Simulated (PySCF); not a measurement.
EPR calculation, with input and output: C6H12NO

System: C6H12NO, multiplicity 2.
Method: UKS B3LYP, pcH-1 on C H N O, non-relativistic, mean-field spin-orbit, GIAO (PySCF 2.14.0).

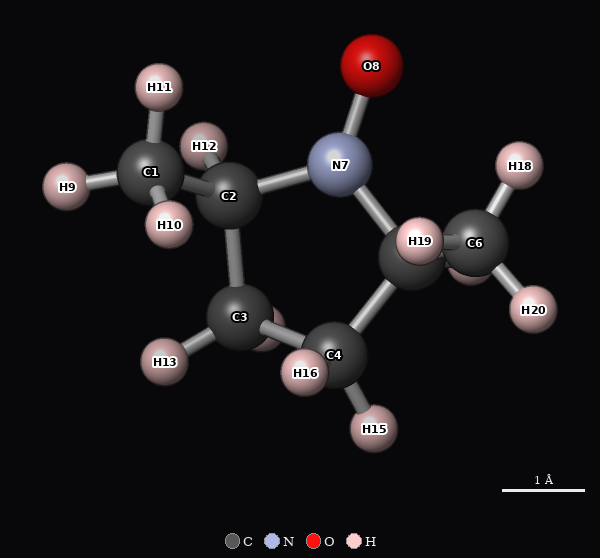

Figure 1. The input geometry (ball-and-stick view, seen at a tilt; atoms are numbered from 1 in the order of the input). Bond lengths as drawn: C–C 1.52 to 1.53 Å, C–H 1.09 to 1.10 Å, C–N 1.45 Å and N–O 1.27 Å.

### Summary

| quantity | value |
| --- | --- |
| outcome | converged |
| total energy | −365.807245 hartree |
| ⟨S²⟩ | 0.754 |
| isotropic g | 2.0059 |
| hardware | 1 CPU thread, shared host |
| wall time | 48 s |
| peak memory | 1 GiB |

### The input
```
{"job": {"kind": "epr", "basis": "pcH-1"}, "charge": 0, "multiplicity": 2}
C     -1.673199     1.381210     0.446982
C     -1.076986     0.336157    -0.501299
C     -1.187141    -1.093454     0.029082
C      0.103359    -1.278826     0.831122
C      1.142813    -0.484059     0.041647
C      2.239899     0.155089     0.885935
N      0.351564     0.529650    -0.629357
O      0.864335     1.467272    -1.316452
H     -2.757591     1.306290     0.454007
H     -1.301641     1.238682     1.458547
H     -1.390129     2.374827     0.108486
H     -1.537018     0.461570    -1.488887
H     -2.077874    -1.236866     0.637359
H     -1.216373    -1.800034    -0.801411
H      0.379316    -2.326187     0.935628
H     -0.006822    -0.853486     1.829528
H      1.616104    -1.115656    -0.726605
H      2.845999     0.799788     0.254272
H      1.804525     0.759681     1.678536
H      2.871713    -0.610970     1.327423
```

The first line tells a small driver script what to run in PySCF; the rest is the geometry in Å.

Launch command:
```bash
OMP_NUM_THREADS=1 python <driver script> task.json out
```

### What the program printed
```
UKS, coarse grid
  cycle   1  E = -365.63758376  |g| = 6.42e-01
  cycle   2  E = -365.21338928  |g| = 1.26e+00
  cycle   3  E = -365.79545551  |g| = 1.53e-01
  cycle   4  E = -365.80443294  |g| = 7.85e-02
  cycle   5  E = -365.80711667  |g| = 1.49e-02
  cycle   6  E = -365.80719610  |g| = 7.54e-03
  cycle   7  E = -365.80722176  |g| = 3.46e-03
  cycle   8  E = -365.80722725  |g| = 7.66e-04
UKS, final grid
  cycle   1  E = -365.80724449  |g| = 9.11e-04
  cycle   2  E = -365.80724390  |g| = 1.63e-03
  cycle   3  E = -365.80724481  |g| = 2.47e-04
  cycle   4  E = -365.80724484  |g| = 7.49e-05
  cycle   5  E = -365.80724484  |g| = 3.34e-05
  cycle   6  E = -365.80724484  |g| = 6.20e-06
E = -365.80724484 Eh   <S^2> = 0.7539 (exact 0.7500)
g shifts (ppm)      1          2          3
  rmc          -294       -294       -294
  gc             -4         70         69
  oz_so         -19       3881       7521
  total        -318       3656       7296
hyperfine (MHz)  atom isotope    a_iso     a_fc   dipolar eigenvalues
    0   13C      34.19      34.19     -3.49     -2.88      6.37
    1   13C     -20.29     -20.29     -1.91     -0.74      2.65
    2   13C       1.22       1.22     -0.97     -0.80      1.77
    3   13C      -0.41      -0.41     -0.77     -0.69      1.46
    4   13C     -19.24     -19.24     -1.79     -0.95      2.74
    5   13C      19.41      19.41     -2.54     -1.59      4.13
    6   14N      23.33      23.33    -26.53    -25.85     52.38
    7   17O     -39.70     -39.70   -172.94     84.02     88.92
    8    1H       4.04       4.04     -2.45     -1.52      3.97
    9    1H      -2.26      -2.26     -3.52     -1.98      5.50
   10    1H      -2.92      -2.92     -4.32     -1.59      5.90
   11    1H      36.53      36.53     -4.65     -3.83      8.49
   12    1H       0.69       0.69     -1.55     -1.34      2.89
   13    1H      -1.00      -1.00     -2.35     -2.08      4.43
   14    1H      -0.73      -0.73     -1.52     -1.33      2.85
   15    1H      -0.90      -0.90     -2.29     -1.99      4.27
   16    1H      68.36      68.36     -4.40     -3.86      8.26
   17    1H      -2.03      -2.03     -3.97     -2.24      6.20
   18    1H      -1.48      -1.48     -3.09     -2.27      5.36
   19    1H      -0.83      -0.83     -2.05     -1.58      3.63
```

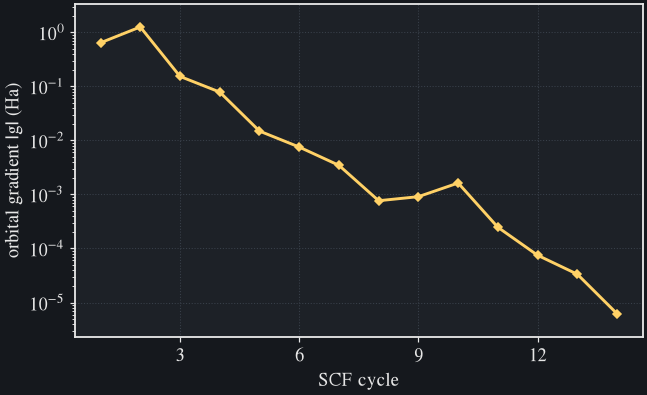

Figure 2. Convergence of the self-consistent field: orbital gradient |g| against the SCF cycle. All cycles printed in the log are drawn one after another.

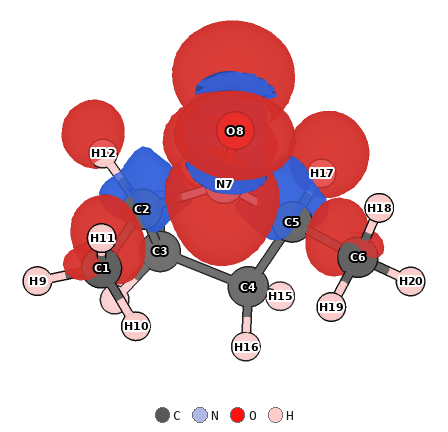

Figure 3. Isosurfaces of the spin density at +0.006 (red) and −0.006 e/Å³ (blue), seen from the side. The unpaired spin (1 electron) lies mostly on O8 (about 0.5) and N7 (about 0.4), in electrons by Hirshfeld's partition.

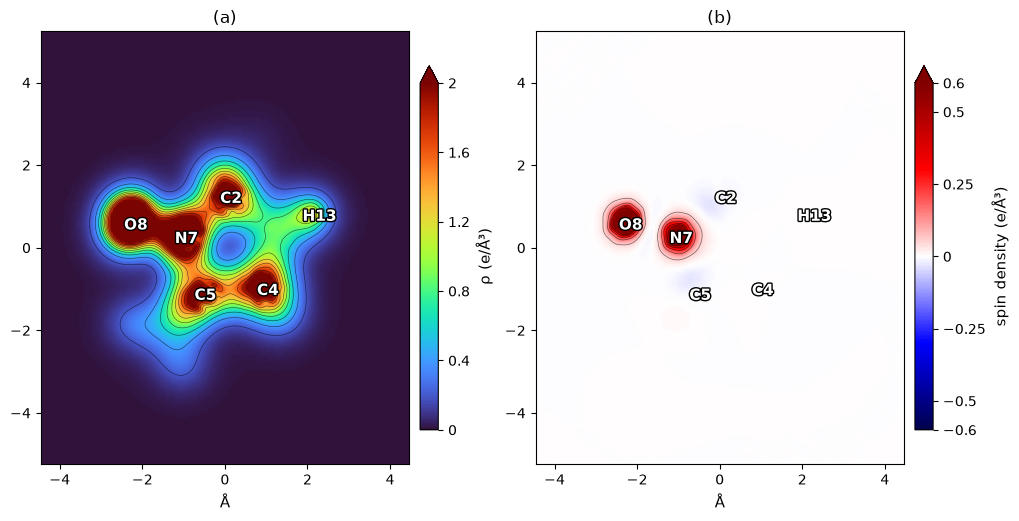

Figure 4. (a) electron density; (b) spin density (α minus β) on the plane of atoms C2, N7 and O8. C–N (1.45 Å): ρ is about 1.5 e/Å³ halfway. C–C (1.53 Å): ρ is about 1.5 e/Å³ halfway. The unpaired spin (1 electron) lies mostly on O8 (about 0.5) and N7 (about 0.4), in electrons by Hirshfeld's partition.
